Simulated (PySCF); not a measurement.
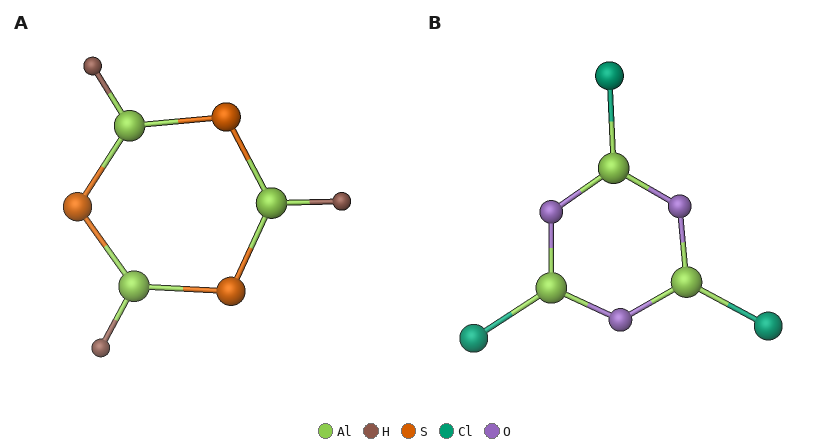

Two related species, optimised with PBE0-D3(BJ)/def2-SVP; properties computed with PySCF 2.14.0. Both: charge 0, singlet.

### Identify both.

A is (HAlS)3 ring, B is (ClAlO)3 ring.

Compare them. With CAM-B3LYP/def2-SVPD: dipole moment (D), HOMO–LUMO gap (eV), HOMO energy (Kohn–Sham orbital) (eV), lowest vertical singlet excitation (eV), mean static polarisability (bohr³).

```csv
quantity,A,B
dipole moment (D),0.02,0.06
HOMO–LUMO gap (eV),8.68,9.62
HOMO energy (Kohn–Sham orbital) (eV),−9.37,−10.96
lowest vertical singlet excitation (eV),5.45,6.54
mean static polarisability (bohr³),137.6,104.5
```

Each is one conformer, and no frequency run is at hand to confirm it as a minimum.
